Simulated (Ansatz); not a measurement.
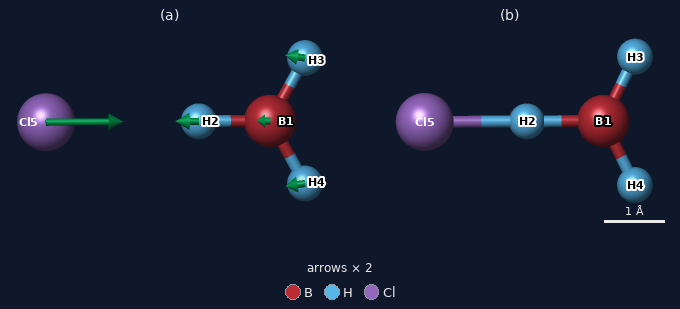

The structure of BH3Cl (multiplicity 2) before (left) and after (right) a relaxation, at one scale. The green arrows give the displacements, 2 times their true length.

Style: ball-and-stick. Shown face on.

The run prepares an end point of a later path (reaction) calculation, from a guessed geometry.

All numbers below come from UKS PBE0/def2-SVP (Ansatz). (collinear spin; force threshold 0.03 eV/Å; at most 50 steps)

> What changed between the two?

The atom that moves furthest after the best rigid fit is Cl5 (0.65 Å). Largest moves by element: Cl 0.65 Å, H 0.20 Å, B 0.11 Å. Near-neighbour distances that change, for instance: H2–Cl5 2.566 → 1.717 Å, B1–H2 1.200 → 1.285 Å. Among the angles between lasting bonds that change: H3–B1–H4 121.8° → 127.5°, H2–B1–H3 119.1° → 116.3°. The energy falls by 3.40 kcal/mol in 6 geometry steps. Largest force component: 0.43 eV/Å at the start, 0.027 eV/Å at the end. The run took 26 s on 1 thread of Intel(R) Xeon(R) Platinum 8259CL CPU @ 2.50GHz (Skylake/Cascade Lake), on a shared host, peak memory 0.13 GiB.

Limits of the set-up: the start holds two separate molecules, 2.6 Å apart at their closest, whose relative position is a soft coordinate and is computed without a dispersion correction.
